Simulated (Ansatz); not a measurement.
# UBHLYP/def2-TZVP run of SiNH4 (SMILES [NH][SiH3])

What is the electronic atomisation energy of SiNH4 at UBHLYP/def2-TZVP? 

Program for the calculation: Ansatz 0.2.0.

43 further runs of the same task are left out: 43 set aside as unsound or not needed.

## 1. The structure to begin with

The species is SiNH4 (6 atoms), meant as a doublet with charge 0. SMILES: `[NH][SiH3]`. The coordinates come from a PBE0-D4/def2-TZVP relaxation.

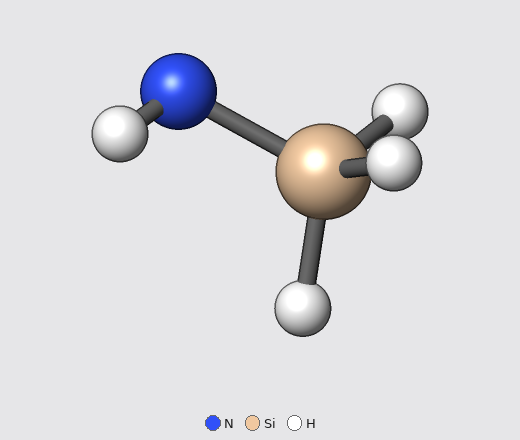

Viewed from a chosen angle; nitrogen blue, silicon light orange, hydrogen white.

## 2. A single-point energy at UBHLYP/def2-TZVP

The input, run.yaml:

```yaml
basis:
  gaussian:
    orbitals: def2-TZVP
crystal:
  periodic: [false, false, false]
  atoms:
    - symbol: N
      position_ang: [0.592100, -0.835200, 0.909500]
    - symbol: Si
      position_ang: [-0.203700, 0.347600, -0.110000]
    - symbol: H
      position_ang: [0.922800, -1.640700, 0.372700]
    - symbol: H
      position_ang: [-1.310600, -0.282300, -0.885500]
    - symbol: H
      position_ang: [0.789500, 0.911800, -1.068900]
    - symbol: H
      position_ang: [-0.748100, 1.434800, 0.736200]
magnetization:
  spin_polarized: true
  initial_magnetization: 1
hamiltonian:
  xc: {name: BHLYP}
accuracy: high
output: {orbitals: {seedname: orbitals}}
```

Command:

```console
$ ansatz run run.yaml --threads 1 --pin off --max-ram 3480MiB --events-out events.jsonl --progress --plain --runs-dir runs
```

Output:

```text
Warning: RAYON_NUM_THREADS=1 ignored (pool sized by the plan → 1); use --threads N
Functional definition: BHLYP
  name "BHLYP"
  parameter a = 0.5
  exchange = (1 - a)*b88_x + a*exact_x
  correlation = lyp_c
1669 factors; integrals over basis functions are off by at most 3.6e-9 eV
mean field evaluation 1: about -9427.0839 eV, gradient 2.9e1 eV
mean field evaluation 2: about -9425.7698 eV, gradient 3.4e1 eV
mean field evaluation 4: about -9431.1439 eV, gradient 7.1e-1 eV
mean field evaluation 8: about -9431.1959 eV, gradient 9.0e-2 eV
mean field evaluation 16: about -9431.1961 eV, gradient 1.2e-3 eV
mean field evaluation 32: about -9430.4870 eV, gradient 5.7e0 eV
mean field -9431.19605151 eV, -346.5900621988 hartree, gradient 5.7e-8 eV, S^2 0.754917; 2 other end points of the search recorded, 0 dependent functions left out
reference -9431.19607779 eV, -346.5900631644 hartree; 13, 12 occupied and 79, 80 virtual orbitals, 1669 factors
Total energy: -9431.19607779 eV, -346.5900631644 hartree
```

It took 8.7 s on 1 thread of Arm Neoverse V2, shared host; peak memory 0.3 GiB.

## 3. The H atom

The input, job.yaml:

```yaml
crystal:
  periodic: [false, false, false]
  atoms:
    - {symbol: H, position_ang: [0.000000, 0.000000, 0.000000]}
basis:
  gaussian:
    orbitals: def2-TZVP
magnetization:
  spin_polarized: true
  initial_magnetization: 1
hamiltonian:
  xc: {name: BHLYP}
accuracy: high
```

Run the same way, it converges to -0.49854 Eh (log not shown).

## 4. The N atom, same level

The input, input.yaml:

```yaml
basis:
  gaussian:
    orbitals: def2-TZVP
crystal:
  periodic: [false, false, false]
  atoms:
    - symbol: "N"
      position_ang: [0.000000, 0.000000, 0.000000]
total_charge: 0
magnetization:
  spin_polarized: true
  initial_magnetization: 3
hamiltonian:
  xc: {name: BHLYP}
accuracy: high
```

Command:

```console
$ ansatz run input.yaml --threads 1 --pin off --max-ram 3480MiB --events-out events.jsonl --progress --plain --runs-dir runs
```

Output:

```text
Warning: RAYON_NUM_THREADS=1 ignored (pool sized by the plan → 1); use --threads N
[... 5 set-up lines as earlier in the session ...]
312 factors; integrals over basis functions are off by at most 3.3e-9 eV
mean field evaluation 1: about -1485.4171 eV, gradient 5.1e0 eV
mean field evaluation 2: about -1485.4837 eV, gradient 1.5e0 eV
mean field evaluation 4: about -1485.4925 eV, gradient 3.1e-1 eV
mean field evaluation 8: about -1485.4928 eV, gradient 1.9e-4 eV
mean field -1485.49281884 eV, -54.5908541892 hartree, gradient 6.6e-8 eV, S^2 3.754358; 0 other end points of the search recorded, 0 dependent functions left out
reference -1485.49283194 eV, -54.5908546707 hartree; 5, 2 occupied and 26, 29 virtual orbitals, 312 factors
Total energy: -1485.49283194 eV, -54.5908546707 hartree
```

Run time: 0.36 s. Hardware: 1 thread of Arm Neoverse V2, shared host.

## 5. The Si atom at the same level

The input, run.yaml:

```yaml
crystal:
  periodic: [false, false, false]
  atoms:
    - symbol: Si
      position_ang: [0.000000, 0.000000, 0.000000]
basis:
  gaussian:
    orbitals: def2-TZVP
accuracy: high
hamiltonian:
  xc: {name: BHLYP}
magnetization:
  spin_polarized: true
  initial_magnetization: 2
```

Run the same way, it converges to -289.37696 Eh (log not shown).

## 6. Summary of results

At UBHLYP/def2-TZVP:

| quantity | value |
| --- | --- |
| molecule: total energy | -346.59006 Eh |
| molecule: HOMO energy (highest over α and β) | -9.42 eV |
| molecule: LUMO energy (lowest over α and β) | -1.97 eV |
| molecule: ⟨S²⟩ | 0.755 |
| H atom: total energy | -0.49854 Eh |
| H atom: ⟨S²⟩ | 0.750 |
| N atom: total energy | -54.59085 Eh |
| N atom: ⟨S²⟩ | 3.754 |
| Si atom: total energy | -289.37696 Eh |
| Si atom: ⟨S²⟩ | 2.006 |
| electronic atomisation energy | 17.091 eV |

Taking the molecule apart into free atoms costs 17.09 eV (1649 kJ/mol), before zero-point energy and without spin-orbit coupling.
